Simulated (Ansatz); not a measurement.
**SiH2SO (SMILES O[Si]S) at 6 levels**

Wanted: a comparison of 6 runs (UHF/STO-3G, BHLYP/STO-3G, HSE06/STO-3G, UPBE0/STO-3G, CCSDT/STO-3G, CCSD/STO-3G) of SiH2SO. 

The calculation is run with Ansatz 0.2.0.

75 further runs of the same task are left out: 3 that didn't finish, 72 set aside as unsound or not needed.

## (1) Starting point

SiH2SO has 5 atoms, charge 0, and is taken as a singlet. SMILES: `O[Si]S`. The S3–Si2 distance was set to 3.264 Å, away from the relaxed value. At this shape a bond of the SMILES string is far longer than usual.

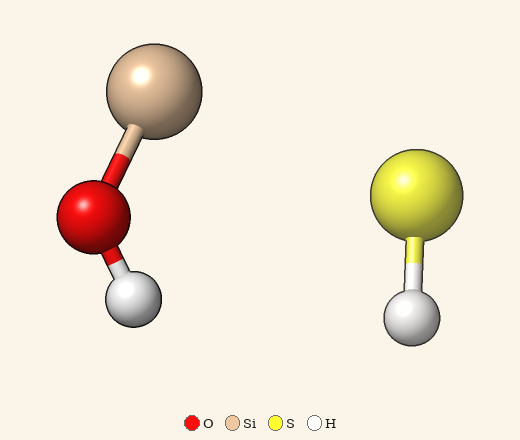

The structure, seen from a chosen angle (oxygen red, silicon light orange, sulfur yellow, hydrogen white).

## (2) A single-point energy at UHF/STO-3G (run 1)

molecule.yaml

```yaml
basis:
  gaussian: {orbitals: STO-3G}
crystal:
  periodic: [false, false, false]
  atoms:
    - {symbol: O, position_ang: [-2.256971, -0.742552, -0.545704]}
    - {symbol: Si, position_ang: [-2.019071, 0.867648, -0.299404]}
    - {symbol: S, position_ang: [1.167700, 1.118600, 0.360300]}
    - {symbol: H, position_ang: [-1.551671, -1.391752, -0.487104]}
    - {symbol: H, position_ang: [1.523000, -0.176500, 0.270700]}
hamiltonian: {xc: hf}
magnetization: {spin_polarized: true}
total_charge: 0
accuracy: high
```

Launch:

```console
$ ansatz run molecule.yaml --threads 1 --pin off --max-ram 2610MiB --events-out events.jsonl --progress --plain --runs-dir runs
```

Output:

```text
Warning: RAYON_NUM_THREADS=1 ignored (pool sized by the plan → 1); use --threads N
Functional definition: HF
  name "HF"
  exchange = exact_x
  correlation = 0
428 factors; integrals over basis functions are off by at most 3.2e-8 eV
mean field evaluation 1: about -20502.3808 eV, gradient 1.8e1 eV
mean field evaluation 2: about -20502.4271 eV, gradient 1.8e1 eV
mean field evaluation 4: about -20506.4489 eV, gradient 3.3e0 eV
mean field evaluation 8: about -20506.6932 eV, gradient 1.3e-3 eV
mean field evaluation 16: about -20507.0686 eV, gradient 2.3e0 eV
mean field evaluation 32: about -20506.7691 eV, gradient 3.3e0 eV
mean field evaluation 64: about -20508.0588 eV, gradient 6.5e-1 eV
mean field evaluation 96: about -20507.7293 eV, gradient 4.1e-1 eV
mean field evaluation 128: about -20506.3937 eV, gradient 3.2e0 eV
mean field -20508.28196494 eV, -753.6654611988 hartree, gradient 1.7e-8 eV, S^2 0.895736; 7 other end points of the search recorded, 0 dependent functions left out
reference -20508.28196494 eV, -753.6654611988 hartree; 20, 20 occupied and 5, 5 virtual orbitals, 428 factors
Total energy: -20508.28196494 eV, -753.6654611988 hartree
```

Run time: 0.42 s. Hardware: 1 thread of Arm Neoverse V2, shared host.

## (3) A single-point energy at BHLYP/STO-3G (run 2)

input.yaml

```yaml
basis:
  gaussian:
    orbitals: STO-3G
crystal:
  periodic: [false, false, false]
  atoms:
    - {symbol: O, position_ang: [-2.256971, -0.742552, -0.545704]}
    - {symbol: Si, position_ang: [-2.019071, 0.867648, -0.299404]}
    - {symbol: S, position_ang: [1.167700, 1.118600, 0.360300]}
    - {symbol: H, position_ang: [-1.551671, -1.391752, -0.487104]}
    - {symbol: H, position_ang: [1.523000, -0.176500, 0.270700]}
hamiltonian:
  xc: {name: BHLYP}
accuracy: high
```

Launch:

```console
$ ansatz run input.yaml --threads 1 --pin off --max-ram 2610MiB --events-out events.jsonl --progress --plain --runs-dir runs
```

Output:

```text
Warning: RAYON_NUM_THREADS=1 ignored (pool sized by the plan → 1); use --threads N
Functional definition: BHLYP
  name "BHLYP"
  parameter a = 0.5
  exchange = (1 - a)*b88_x + a*exact_x
  correlation = lyp_c
428 factors; integrals over basis functions are off by at most 3.2e-8 eV
mean field evaluation 1: about -20542.6683 eV, gradient 2.5e1 eV
mean field evaluation 2: about -20465.9489 eV, gradient 6.9e1 eV
mean field evaluation 4: about -20546.4829 eV, gradient 9.3e0 eV
mean field evaluation 8: about -20547.3599 eV, gradient 4.7e0 eV
mean field evaluation 16: about -20547.5421 eV, gradient 1.6e-3 eV
mean field -20547.54212474 eV, -755.1082454599 hartree, gradient 3.5e-8 eV, S^2 0.000000; 0 other end points of the search recorded, 0 dependent functions left out
reference -20547.54214543 eV, -755.1082462202 hartree; 20, 20 occupied and 5, 5 virtual orbitals, 428 factors
Total energy: -20547.54214543 eV, -755.1082462202 hartree
```

Wall time 1.2 s (1 thread of Arm Neoverse V2, shared host); peak memory 0.099 GiB.

Runs 3 to 4 aren't shown in full; the table further down has their settings and results.

## (4) The energy at CCSDT/STO-3G (run 5)

job.yaml

```yaml
crystal:
  periodic: [false, false, false]
  atoms:
    - {symbol: O, position_ang: [-2.256971, -0.742552, -0.545704]}
    - {symbol: Si, position_ang: [-2.019071, 0.867648, -0.299404]}
    - {symbol: S, position_ang: [1.167700, 1.118600, 0.360300]}
    - {symbol: H, position_ang: [-1.551671, -1.391752, -0.487104]}
    - {symbol: H, position_ang: [1.523000, -0.176500, 0.270700]}
basis:
  gaussian:
    orbitals: STO-3G
correlation:
  method: ccsdt
  frozen_orbitals: {H: 0, O: 1, S: 5, Si: 5}
accuracy: high
scf:
  omitted_lower_state_checks: [cluster_reference, increment]
```

Launch:

```console
$ ansatz run job.yaml --threads 1 --pin off --max-ram 2610MiB --events-out events.jsonl --progress --plain --runs-dir runs
```

Output:

```text
Warning: RAYON_NUM_THREADS=1 ignored (pool sized by the plan → 1); use --threads N
[... 11 lines left out ...]
11 core orbitals not correlated: weight in the atoms' cores, before any rotation towards them, 1.000 or more for the frozen orbitals, at most 0.000 for the correlated occupied ones
[... 49 lines left out ...]
WARN: these amplitudes may be one of several solutions (largest doubles amplitude 0.49, level shift 3.19 eV)
Total energy: -20511.51277212 eV, -753.7841911728 hartree
Checks for a lower state left out: cluster_reference, increment
```

It took 0.48 s on 1 thread of Arm Neoverse V2, shared host.

## (5) The energy at CCSD/STO-3G (run 6)

in.yaml

```yaml
basis:
  gaussian: {orbitals: STO-3G}
crystal:
  periodic: [false, false, false]
  atoms:
    - {symbol: O, position_ang: [-2.256971, -0.742552, -0.545704]}
    - {symbol: Si, position_ang: [-2.019071, 0.867648, -0.299404]}
    - {symbol: S, position_ang: [1.167700, 1.118600, 0.360300]}
    - {symbol: H, position_ang: [-1.551671, -1.391752, -0.487104]}
    - {symbol: H, position_ang: [1.523000, -0.176500, 0.270700]}
correlation: {method: ccsd, frozen_orbitals: {H: 0, O: 1, S: 5, Si: 5}}
accuracy: high
scf: {omitted_lower_state_checks: [cluster_reference, increment]}
```

Launch:

```console
$ ansatz run in.yaml --threads 1 --pin off --max-ram 2610MiB --events-out events.jsonl --progress --plain --runs-dir runs
```

Output:

```text
Warning: RAYON_NUM_THREADS=1 ignored (pool sized by the plan → 1); use --threads N
[... 11 lines left out ...]
11 core orbitals not correlated: weight in the atoms' cores, before any rotation towards them, 1.000 or more for the frozen orbitals, at most 0.000 for the correlated occupied ones
[... 39 lines left out ...]
WARN: these amplitudes may be one of several solutions (largest doubles amplitude 0.49, level shift 3.19 eV)
Total energy: -20511.29367315 eV, -753.7761394341 hartree
Checks for a lower state left out: cluster_reference, increment
```

Wall time 0.2 s (1 thread of Arm Neoverse V2, shared host).

## (6) Overview of the runs

```tsv
run	level	frozen core orbitals	energy (Eh)	wall time
1	UHF/STO-3G	–	-753.665461	0.42 s
2	BHLYP/STO-3G	–	-755.108246	1.2 s
3	HSE06/STO-3G	–	-754.806913	1.6 s
4	UPBE0/STO-3G	–	-754.826613	4.2 s
5	CCSDT/STO-3G	11	-753.784191	0.48 s
6	CCSD/STO-3G	11	-753.776139	0.2 s
```

## (7) What came out

| quantity | value |
| --- | --- |
| run 6: total energy | -753.77614 Eh |
| run 6: correlation energy (11 core orbitals frozen) | -169.3 mEh |
| run 6: T1 diagnostic | 0.050 |

Below the UHF energy at the same shape and in the same basis (STO-3G): CCSDT -118.7 mEh; CCSD -110.7 mEh. Some of these start from another determinant than that one, so these aren't their correlation energies. Totals of different functionals can't be ranked against each other. In run 6 the T1 diagnostic is large, so a single reference may not serve. In runs 5, 6 the log says that unrestricted orbitals would lower the reference, so the values rest on an unstable closed-shell determinant (other closed-shell runs at this shape may share the fault). In runs 1, 2, 3, 4, 5, 6 the basis is minimal, so the values are rough. Spin contamination of the reference: run 1 ⟨S²⟩ = 0.90, run 4 ⟨S²⟩ = 0.43. Where it is this large, the reference is a mixture of spin states, and values that rest on it are in doubt. All runs together took 8.2 s, the longest 4.2 s.
